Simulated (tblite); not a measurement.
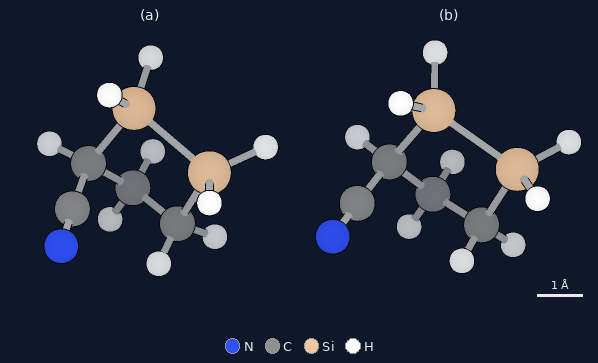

The structure of C₄H₉NSi₂ before (left) and after (right) a relaxation, at one scale.

Style: ball-and-stick. Shown at a tilt.

These are results of GFN2-xTB geometry optimisation, gas phase in tblite, not measurements. 

**Summarise the run.**

The N atom moves most after the best rigid fit: 0.72 Å. By element the largest moves are N 0.72 Å, H 0.68 Å, C 0.38 Å, Si 0.23 Å. Some distances before and after: Si–Si 2.251 → 2.316 Å, C–Si 1.886 → 1.943 Å, C–C 1.486 → 1.538 Å, C–Si 1.881 → 1.916 Å. Bond angles that change, for instance: Si–Si–H 111.3° → 121.6°, H–Si–H 115.5° → 107.0°, H–Si–H 114.9° → 107.6°. After 76 geometry steps the energy has fallen by 0.609 eV. The run took 0.92 s on 1 thread of Arm Neoverse N1, with other jobs on the host.
